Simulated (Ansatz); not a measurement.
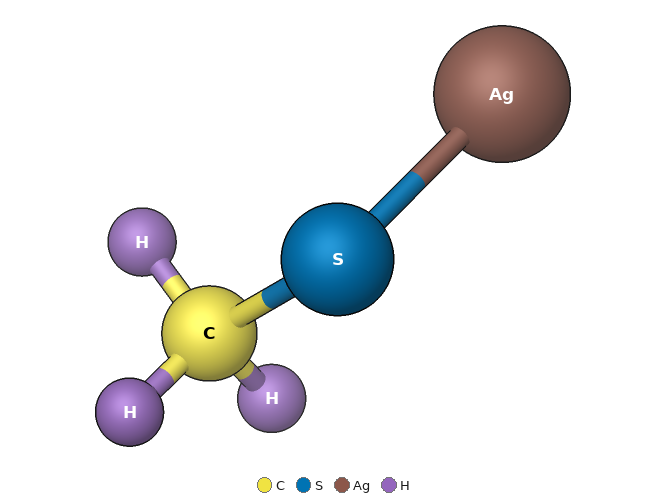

The picture shows a molecular structure as a ball-and-stick model.

The species is neutral and a spin singlet. Computed geometry: PBE0-D4/def2-TZVP optimisation.

Identify the structure.

The molecule is CH₃AgS. SMILES: `C[S][Ag]`. This geometry has Cs symmetry. Coordination: 1 C tetrahedral; 1 S bent.

More results for the same structure follow; atom numbers are the same in all pictures, views and colours differ.

## Geometry

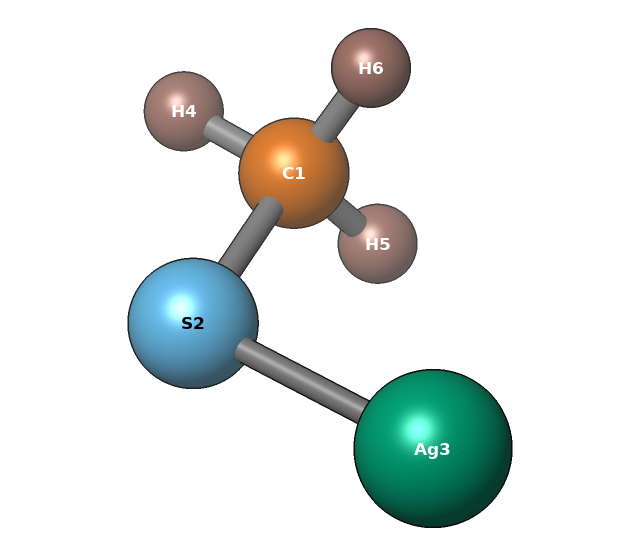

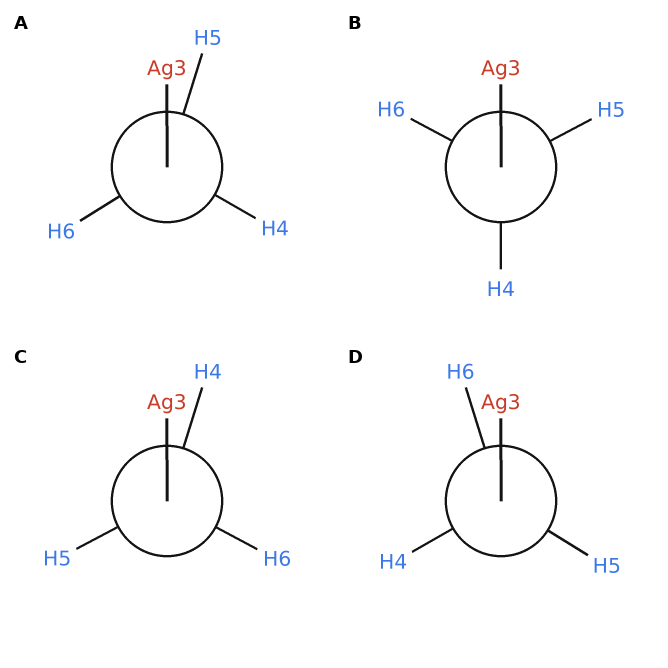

Atoms fade into the background with distance from the viewer. Bonds that would overlap in a projection are set slightly apart.

Which Newman projection shows the view along S2–C1, with S2 in front?

B. The torsion angle Ag3–S2–C1–H4 is 180°, antiperiplanar (anti).

## Levels of theory compared

Program: Ansatz 0.2.0.

Compare HOMO–LUMO gap (eV), dipole (D) at these levels: B3LYP-D4/def2-TZVPP; PBE-D4/def2-TZVPP; r2SCAN-D4/def2-TZVPP; ωB97M-V/def2-TZVPP.

```csv
level,HOMO–LUMO gap (eV),dipole (D)
B3LYP-D4/def2-TZVPP,2.80,3.38
PBE-D4/def2-TZVPP,1.47,2.95
r2SCAN-D4/def2-TZVPP,1.83,3.38
ωB97M-V/def2-TZVPP,6.85,4.31
```

## Vibrations

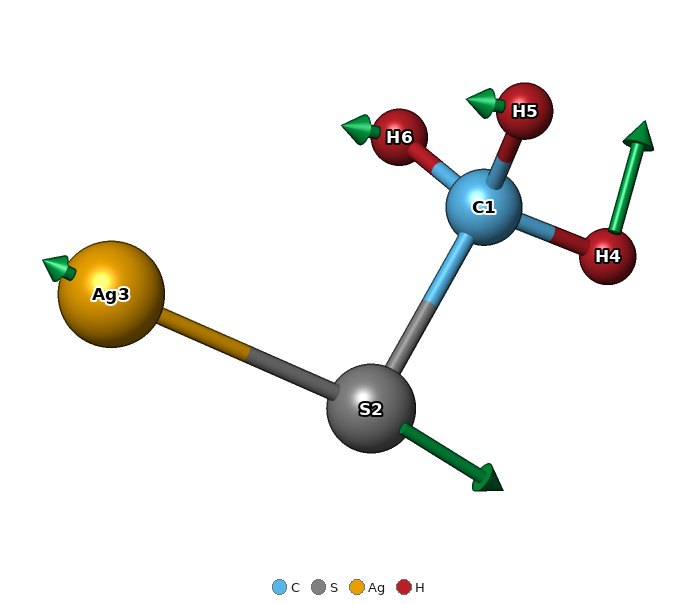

The arrows show one normal mode. Harmonic vibrations computed with RKS PBE0-D4/def2-TZVP, core potentials on Ag (Ansatz 0.2.0) at a stationary point of the same level.

What kind of motion is it?

Mostly Ag–S stretching.

Estimate its harmonic wavenumber.

324 cm⁻¹; it is mode 3 of 12 counted from the lowest.

## Charges

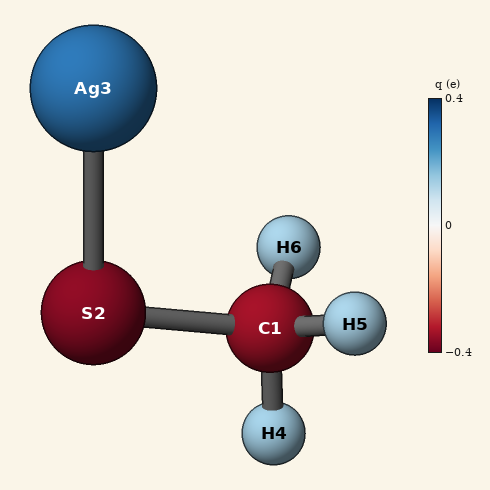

Atoms are coloured by their Mulliken charges. Level of theory: RKS PBE0-D4/def2-TZVP, core potentials on Ag (Ansatz 0.2.0).

Which atom carries the highest charge (most positive or least negative)?

Ag3 (0.29 e).

And the lowest?

S2 (−0.36 e).

List the Mulliken charges.

| atom | value (e) |
| --- | --- |
| C1 | −0.34 |
| S2 | −0.36 |
| Ag3 | 0.29 |
| H4 | 0.14 |
| H5 | 0.13 |
| H6 | 0.13 |

Mulliken values depend strongly on the basis set and can even reverse the polarity of a bond.
